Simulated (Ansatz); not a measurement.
# Geometry relaxation of AlCl3 (charge +1) (part 2 of 2)

AlCl3, charge +1, multiplicity 2; BCCD(T)/x2c-SVPall, ROHF, sfX2C (Ansatz 0.2.0). The run did not end well. The geometry comes from this level: PBE0-D4/def2-TZVP.

Geometry of the input (Å):
```
Cl -1.1350  -0.1084  1.7262
Al 0.0000  0.0000  -0.0000
Cl 1.7420  -1.1040  -0.1636
Cl -0.6069  1.2125  -1.5626
```

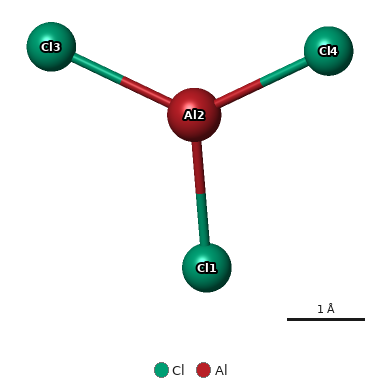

The geometry at step 5 of the log (ball-and-stick view, seen at a tilt; atoms are numbered from 1 in the order of the input).

What the program printed, continued
```
relax step   9: F+E_penalty+E_count = -44213.70871137 eV  Δ(F+E_penalty+E_count) = +1.645e-3 eV  max|allowed force component| = 2.678e-1 eV/Å  Δτ_max = 0.0441 Å  (653 SCF iters, rejected (line search))
512 factors; integrals over basis functions are off by at most 3.1e-2 eV
mean field evaluation 4384: about -44200.6647 eV, gradient 1.8e-5 eV
mean field evaluation 4416: about -44200.4593 eV, gradient 7.8e-9 eV
mean field evaluation 4448: about -44198.2374 eV, gradient 5.1e0 eV
mean field evaluation 4480: about -44196.7973 eV, gradient 1.0e1 eV
mean field evaluation 4512: about -44197.1155 eV, gradient 2.4e0 eV
mean field evaluation 4544: about -44197.6805 eV, gradient 5.9e0 eV
mean field evaluation 4576: about -44193.3826 eV, gradient 1.6e1 eV
mean field evaluation 4608: about -44197.1388 eV, gradient 2.1e0 eV
mean field -44200.66470761 eV, -1624.3444677182 hartree, gradient 2.3e-8 eV, S^2 0.750000; 14 other end points of the search recorded, 0 dependent functions left out
mean field evaluation 4640: about -44199.9044 eV, gradient 5.2e0 eV
determinant -44200.66470761 eV, -1624.3444677182 hartree, with singles and doubles -44213.42660937 eV, -1624.8134589576 hartree
determinant -44200.45933576 eV, -1624.3369204416 hartree, with singles and doubles -44213.20375065 eV, -1624.8052690507 hartree
determinant -44197.63245134 eV, -1624.2330343556 hartree, with singles and doubles -44211.14558480 eV, -1624.7296328505 hartree
determinant -44200.66470761 eV, -1624.3444677182 hartree, with singles and doubles -44213.43093333 eV, -1624.8136178599 hartree
determinant -44200.45933576 eV, -1624.3369204416 hartree, with singles and doubles -44213.20552992 eV, -1624.8053344375 hartree
20 core orbitals not correlated: weight in the atoms' cores, before any rotation towards them, 1.000 or more for the frozen orbitals, at most 0.000 for the correlated occupied ones
reference -44200.66470761 eV, -1624.3444677182 hartree; 12, 11 occupied and 40, 41 virtual orbitals, 512 factors
second order -11.54743809 eV of doubles, -0.07830708 eV of singles
cycle   1  -12.75001568 eV  change    1.6e-2 eV  update   9.0e-3
cycle   2  -12.74954631 eV  change    4.7e-4 eV  update   1.8e-3
cycle   3  -12.74884714 eV  change    7.0e-4 eV  update   9.4e-4
cycle   4  -12.74828668 eV  change    5.6e-4 eV  update   2.6e-4
cycle   5  -12.74840650 eV  change   -1.2e-4 eV  update   1.2e-4
cycle   6  -12.74842053 eV  change   -1.4e-5 eV  update   6.5e-5
cycle   7  -12.74842385 eV  change   -3.3e-6 eV  update   4.8e-5
cycle   8  -12.74841992 eV  change    3.9e-6 eV  update   3.8e-5
cycle   9  -12.74840907 eV  change    1.1e-5 eV  update   2.6e-5
cycle  10  -12.74840848 eV  change    5.9e-7 eV  update   1.5e-5
cycle  11  -12.74841462 eV  change   -6.1e-6 eV  update   9.0e-6
cycle  12  -12.74841375 eV  change    8.6e-7 eV  update   5.2e-6
cycle  13  -12.74841266 eV  change    1.1e-6 eV  update   2.4e-6
cycle  14  -12.74841244 eV  change    2.2e-7 eV  update   1.3e-6
cycle  15  -12.74841243 eV  change    1.5e-8 eV  update   5.2e-7
cycle  16  -12.74841262 eV  change   -2.0e-7 eV  update   2.7e-7
cycle  17  -12.74841264 eV  change   -1.3e-8 eV  update   1.6e-7
cycle  18  -12.74841264 eV  change   -2.6e-9 eV  update   8.7e-8
cycle  19  -12.74841263 eV  change    5.7e-9 eV  update   4.5e-8
cycle  20  -12.74841264 eV  change   -9.5e-9 eV  update   3.2e-8
cycle  21  -12.74841262 eV  change    1.9e-8 eV  update   7.3e-8
cycle  22  -12.74841263 eV  change   -7.8e-9 eV  update   2.4e-8
cycle  23  -12.74841263 eV  change   8.4e-10 eV  update   1.2e-8
cycle  24  -12.74841263 eV  change  -3.8e-10 eV  update   7.9e-9
cycle  25  -12.74841263 eV  change   4.7e-11 eV  update   4.4e-9
cycle  26  -12.74841263 eV  change  -8.2e-10 eV  update   2.5e-9
perturbative correction -0.30098840 eV, -0.0110611197 hartree
the calculation of the forces begins
relax step  10: F+E_penalty+E_count = -44213.71410865 eV  Δ(F+E_penalty+E_count) = -3.752e-3 eV  max|allowed force component| = 2.688e-2 eV/Å  Δτ_max = 0.0217 Å  (661 SCF iters, accepted)
512 factors; integrals over basis functions are off by at most 3.1e-2 eV
mean field evaluation 4672: about -44200.6646 eV, gradient 2.2e-6 eV
mean field evaluation 4704: about -44199.5203 eV, gradient 1.4e0 eV
mean field evaluation 4736: about -44200.6352 eV, gradient 4.5e-1 eV
mean field evaluation 4768: about -44200.4419 eV, gradient 1.5e0 eV
mean field evaluation 4800: about -44198.8344 eV, gradient 8.2e0 eV
mean field evaluation 4832: about -44197.4518 eV, gradient 1.4e1 eV
mean field evaluation 4864: about -44198.0364 eV, gradient 1.4e1 eV
mean field evaluation 4896: about -44196.4111 eV, gradient 1.1e1 eV
mean field -44200.66458162 eV, -1624.3444630879 hartree, gradient 2.3e-8 eV, S^2 0.750000; 13 other end points of the search recorded, 0 dependent functions left out
mean field evaluation 4928: about -44198.6051 eV, gradient 1.5e1 eV
mean field evaluation 4960: about -44200.5822 eV, gradient 6.4e-1 eV
determinant -44200.66458162 eV, -1624.3444630879 hartree, with singles and doubles -44213.42709268 eV, -1624.8134767188 hartree
determinant -44200.45396092 eV, -1624.3367229200 hartree, with singles and doubles -44213.19864919 eV, -1624.8050815752 hartree
determinant -44197.61169073 eV, -1624.2322714171 hartree, with singles and doubles -44211.12294100 eV, -1624.7288007063 hartree
determinant -44200.66458162 eV, -1624.3444630879 hartree, with singles and doubles -44213.43136205 eV, -1624.8136336151 hartree
determinant -44200.45396092 eV, -1624.3367229200 hartree, with singles and doubles -44213.20044422 eV, -1624.8051475416 hartree
20 core orbitals not correlated: weight in the atoms' cores, before any rotation towards them, 1.000 or more for the frozen orbitals, at most 0.000 for the correlated occupied ones
reference -44200.66458162 eV, -1624.3444630879 hartree; 12, 11 occupied and 40, 41 virtual orbitals, 512 factors
second order -11.54814690 eV of doubles, -0.07832354 eV of singles
cycle   1  -12.75050734 eV  change    1.6e-2 eV  update   9.0e-3
cycle   2  -12.75004454 eV  change    4.6e-4 eV  update   1.8e-3
cycle   3  -12.74934798 eV  change    7.0e-4 eV  update   9.4e-4
cycle   4  -12.74878646 eV  change    5.6e-4 eV  update   2.5e-4
cycle   5  -12.74890416 eV  change   -1.2e-4 eV  update   1.1e-4
cycle   6  -12.74891782 eV  change   -1.4e-5 eV  update   6.1e-5
cycle   7  -12.74892099 eV  change   -3.2e-6 eV  update   4.4e-5
cycle   8  -12.74891783 eV  change    3.2e-6 eV  update   3.5e-5
cycle   9  -12.74890763 eV  change    1.0e-5 eV  update   2.4e-5
cycle  10  -12.74890677 eV  change    8.5e-7 eV  update   1.4e-5
cycle  11  -12.74891264 eV  change   -5.9e-6 eV  update   8.5e-6
cycle  12  -12.74891202 eV  change    6.3e-7 eV  update   5.0e-6
cycle  13  -12.74891112 eV  change    9.0e-7 eV  update   2.3e-6
cycle  14  -12.74891096 eV  change    1.6e-7 eV  update   1.2e-6
cycle  15  -12.74891089 eV  change    7.1e-8 eV  update   5.3e-7
cycle  16  -12.74891116 eV  change   -2.7e-7 eV  update   2.8e-7
cycle  17  -12.74891112 eV  change    3.8e-8 eV  update   1.7e-7
cycle  18  -12.74891111 eV  change    1.1e-8 eV  update   9.1e-8
cycle  19  -12.74891111 eV  change   8.6e-10 eV  update   4.9e-8
cycle  20  -12.74891112 eV  change   -6.8e-9 eV  update   3.4e-8
cycle  21  -12.74891110 eV  change    2.2e-8 eV  update   7.2e-8
cycle  22  -12.74891107 eV  change    2.2e-8 eV  update   2.4e-8
cycle  23  -12.74891107 eV  change   7.0e-10 eV  update   1.3e-8
cycle  24  -12.74891107 eV  change    1.2e-9 eV  update   8.3e-9
cycle  25  -12.74891107 eV  change  -4.6e-10 eV  update   4.5e-9
cycle  26  -12.74891107 eV  change  -5.0e-10 eV  update   2.5e-9
perturbative correction -0.30122995 eV, -0.0110699965 hartree
the calculation of the forces begins
relax step  11: F+E_penalty+E_count = -44213.71472264 eV  Δ(F+E_penalty+E_count) = -6.140e-4 eV  max|allowed force component| = 1.827e-2 eV/Å  Δτ_max = 0.0161 Å  (660 SCF iters, accepted)
512 factors; integrals over basis functions are off by at most 3.1e-2 eV
mean field evaluation 4992: about -44200.6602 eV, gradient 9.8e-1 eV
mean field evaluation 5024: about -44194.9141 eV, gradient 2.8e1 eV
mean field evaluation 5056: about -44200.6576 eV, gradient 3.9e-1 eV
mean field evaluation 5088: about -44198.3785 eV, gradient 5.8e0 eV
mean field evaluation 5120: about -44200.4550 eV, gradient 6.2e-2 eV
mean field evaluation 5152: about -44197.6098 eV, gradient 1.4e-1 eV
mean field evaluation 5184: about -44200.4550 eV, gradient 9.9e-8 eV
mean field evaluation 5216: about -44197.1386 eV, gradient 2.7e0 eV
mean field -44200.66520209 eV, -1624.3444858898 hartree, gradient 4.6e-8 eV, S^2 0.750000; 13 other end points of the search recorded, 0 dependent functions left out
mean field evaluation 5248: about -44200.7778 eV, gradient 5.9e-2 eV
determinant -44200.66520209 eV, -1624.3444858898 hartree, with singles and doubles -44213.42733043 eV, -1624.8134854559 hartree
determinant -44200.45503517 eV, -1624.3367623979 hartree, with singles and doubles -44213.19957178 eV, -1624.8051154798 hartree
determinant -44197.60981064 eV, -1624.2322023250 hartree, with singles and doubles -44211.12107288 eV, -1624.7287320542 hartree
determinant -44200.66520209 eV, -1624.3444858898 hartree, with singles and doubles -44213.43154021 eV, -1624.8136401625 hartree
determinant -44200.45503517 eV, -1624.3367623979 hartree, with singles and doubles -44213.20135032 eV, -1624.8051808399 hartree
mean field evaluation 5280: about -44200.5211 eV, gradient 4.8e0 eV
20 core orbitals not correlated: weight in the atoms' cores, before any rotation towards them, 1.000 or more for the frozen orbitals, at most 0.000 for the correlated occupied ones
reference -44200.66520209 eV, -1624.3444858898 hartree; 12, 11 occupied and 40, 41 virtual orbitals, 512 factors
second order -11.54786102 eV of doubles, -0.07831980 eV of singles
cycle   1  -12.75010733 eV  change    1.6e-2 eV  update   9.0e-3
cycle   2  -12.74964172 eV  change    4.7e-4 eV  update   1.8e-3
cycle   3  -12.74895164 eV  change    6.9e-4 eV  update   9.3e-4
cycle   4  -12.74839249 eV  change    5.6e-4 eV  update   2.5e-4
cycle   5  -12.74850769 eV  change   -1.2e-4 eV  update   1.1e-4
cycle   6  -12.74852161 eV  change   -1.4e-5 eV  update   5.6e-5
cycle   7  -12.74852548 eV  change   -3.9e-6 eV  update   4.0e-5
cycle   8  -12.74852299 eV  change    2.5e-6 eV  update   3.2e-5
cycle   9  -12.74851390 eV  change    9.1e-6 eV  update   2.3e-5
cycle  10  -12.74851325 eV  change    6.5e-7 eV  update   1.3e-5
cycle  11  -12.74851847 eV  change   -5.2e-6 eV  update   7.9e-6
cycle  12  -12.74851809 eV  change    3.8e-7 eV  update   4.6e-6
cycle  13  -12.74851717 eV  change    9.2e-7 eV  update   2.2e-6
cycle  14  -12.74851697 eV  change    2.0e-7 eV  update   1.2e-6
cycle  15  -12.74851685 eV  change    1.3e-7 eV  update   4.7e-7
cycle  16  -12.74851703 eV  change   -1.8e-7 eV  update   2.4e-7
cycle  17  -12.74851702 eV  change    1.0e-8 eV  update   1.4e-7
cycle  18  -12.74851702 eV  change   -3.9e-9 eV  update   7.6e-8
cycle  19  -12.74851702 eV  change    1.0e-9 eV  update   4.2e-8
cycle  20  -12.74851701 eV  change    1.2e-8 eV  update   2.8e-8
cycle  21  -12.74851700 eV  change    8.9e-9 eV  update   6.7e-8
cycle  22  -12.74851701 eV  change   -5.3e-9 eV  update   2.3e-8
cycle  23  -12.74851700 eV  change    4.4e-9 eV  update   1.1e-8
cycle  24  -12.74851700 eV  change  -3.7e-10 eV  update   8.6e-9
cycle  25  -12.74851700 eV  change  -7.9e-10 eV  update   4.7e-9
cycle  26  -12.74851701 eV  change   -1.1e-9 eV  update   2.5e-9
perturbative correction -0.30104148 eV, -0.0110630703 hartree
the calculation of the forces begins
```

Trajectory as extended XYZ (Å, eV, eV/Å), 11 frames, from step=1 to step=11
```
4
Properties=species:S:1:pos:R:3:forces:R:3 step=1 energy=-44213.38972
Cl   -1.1350   -0.1084    1.7262   -0.1749  -0.0167   0.2660
Al    0.0000    0.0000    0.0000    0.0003   0.0000  -0.0004
Cl    1.7420   -1.1040   -0.1636    0.2680  -0.1699  -0.0252
Cl   -0.6069    1.2125   -1.5626   -0.0934   0.1866  -0.2404
4
Properties=species:S:1:pos:R:3:forces:R:3 step=2 energy=-44213.39766
Cl   -1.1442   -0.1093    1.7401   -0.0023  -0.0002   0.0034
Al    0.0000    0.0000    0.0000    0.0003   0.0000  -0.0004
Cl    1.7559   -1.1129   -0.1649    0.0032  -0.0021  -0.0002
Cl   -0.6118    1.2222   -1.5751   -0.0012   0.0023  -0.0028
4
Properties=species:S:1:pos:R:3:forces:R:3 step=3 energy=-44213.39995
Cl   -1.1380   -0.1076    1.7284   -0.0754  -0.0028   0.1060
Al    0.0110    0.0002   -0.0152    0.1768  -0.0028  -0.2303
Cl    1.7589   -1.1247   -0.1459   -0.0800   0.0302   0.0477
Cl   -0.6320    1.2320   -1.5674   -0.0215  -0.0245   0.0766
4
Properties=species:S:1:pos:R:3:forces:R:3 step=4 energy=-44213.40687
Cl   -1.1345   -0.1058    1.7203   -0.1833   0.0002   0.2441
Al    0.0206    0.0000   -0.0276    0.4290  -0.0269  -0.5197
Cl    1.7602   -1.1324   -0.1325   -0.1820   0.0684   0.1089
Cl   -0.6463    1.2382   -1.5603   -0.0637  -0.0417   0.1667
4
Properties=species:S:1:pos:R:3:forces:R:3 step=5 energy=-44213.44741
Cl   -1.1278   -0.0992    1.6985   -0.4694  -0.0017   0.6294
Al    0.0453   -0.0019   -0.0568    0.9166  -0.0049  -1.2131
Cl    1.7650   -1.1518   -0.1010   -0.3597   0.1440   0.1981
Cl   -0.6826    1.2529   -1.5406   -0.0875  -0.1374   0.3856
4
Properties=species:S:1:pos:R:3:forces:R:3 step=6 energy=-44213.53596
Cl   -1.1293   -0.0934    1.6891   -0.5263  -0.0047   0.7113
Al    0.0757   -0.0031   -0.0948    0.8781   0.0811  -1.3300
Cl    1.7642   -1.1642   -0.0755   -0.2439   0.0519   0.2237
Cl   -0.7106    1.2608   -1.5187   -0.1079  -0.1283   0.3950
4
Properties=species:S:1:pos:R:3:forces:R:3 step=7 energy=-44213.63844
Cl   -1.1244   -0.0833    1.6629   -0.4134  -0.0011   0.5536
Al    0.1193   -0.0029   -0.1535    0.6174   0.0582  -0.9374
Cl    1.7696   -1.1929   -0.0267   -0.1460   0.0318   0.1324
Cl   -0.7645    1.2791   -1.4827   -0.0581  -0.0889   0.2513
4
Properties=species:S:1:pos:R:3:forces:R:3 step=8 energy=-44213.71036
Cl   -1.1600   -0.0707    1.6858    0.0789  -0.0064  -0.0928
Al    0.1858   -0.0019   -0.2441   -0.0800   0.0026   0.1016
Cl    1.7808   -1.2169    0.0054    0.1076  -0.1077   0.0671
Cl   -0.8066    1.2896   -1.4471   -0.1065   0.1115  -0.0759
4
Properties=species:S:1:pos:R:3:forces:R:3 step=9 energy=-44213.70871 accepted=F
Cl   -1.1359   -0.0765    1.6650    0.0339  -0.0004  -0.0444
Al    0.1911    0.0024   -0.2597    0.0447   0.0171  -0.0931
Cl    1.7856   -1.2394    0.0430   -0.2678   0.2133  -0.0601
Cl   -0.8407    1.3135   -1.4484    0.1892  -0.2300   0.1976
4
Properties=species:S:1:pos:R:3:forces:R:3 step=10 energy=-44213.71411
Cl   -1.1446   -0.0736    1.6708    0.0168  -0.0038  -0.0150
Al    0.1840    0.0000   -0.2454    0.0103  -0.0019  -0.0102
Cl    1.7787   -1.2232    0.0206   -0.0003  -0.0135   0.0268
Cl   -0.8180    1.2968   -1.4459   -0.0269   0.0192  -0.0016
4
Properties=species:S:1:pos:R:3:forces:R:3 step=11 energy=-44213.71472
Cl   -1.1334   -0.0779    1.6641    0.0012  -0.0025   0.0033
Al    0.1871    0.0026   -0.2547   -0.0174   0.0183  -0.0125
Cl    1.7732   -1.2270    0.0352    0.0071  -0.0062   0.0028
Cl   -0.8270    1.3022   -1.4447    0.0092  -0.0095   0.0065
```

Outcome

| quantity | value |
| --- | --- |
| outcome | stopped at the time limit |
| hardware | 1 thread of Arm Neoverse V1, 112 GiB of memory available, shared host |
| wall time | 33 min |
| peak memory | 0.52 GiB |

Diagnosis

The run was cut off by its time limit, so the output is incomplete.
